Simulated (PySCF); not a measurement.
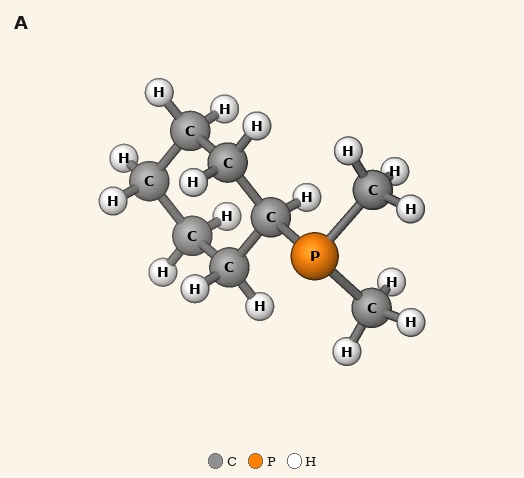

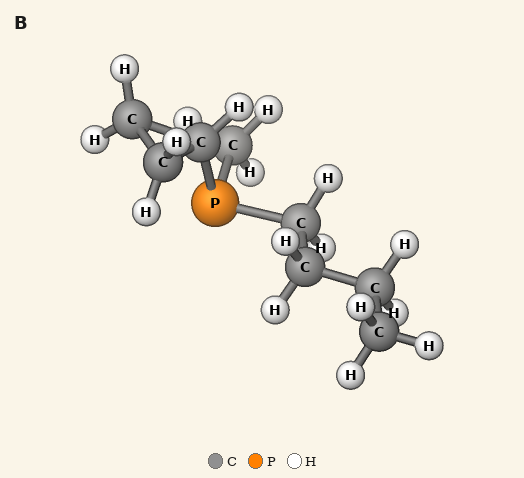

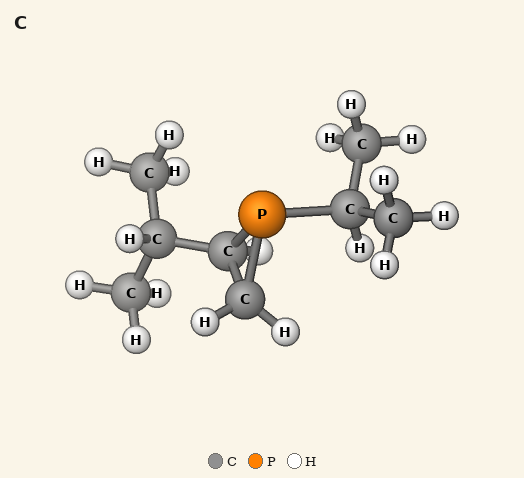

3 stationary structures of one formula. Geometries: GFN2-xTB. Electronic energies: PBE0/pcSseg-1 (PySCF 2.14.0), without zero-point energy. No frequency run is at hand to confirm each as a minimum. Each is one conformer, not always the lowest.

Question: Are they conformers, stereoisomers or constitutional isomers?

Answer: They are constitutional isomers of C8H17P: A `CP(C)C1CCCCC1`, B `CCCCP(C)C1CC1`, C `CC(C)[C@@H]1CP1C(C)C`.

Question: Which structure is the most stable?

Answer: A is lowest; C lies 18.7 kcal/mol above it, B lies 25.2 kcal/mol above it.

The geometry is semi-empirical. Around P such bond lengths and angles can be off by a tenth of an ångström or more and by several degrees, and values that hang on the shape move with them.
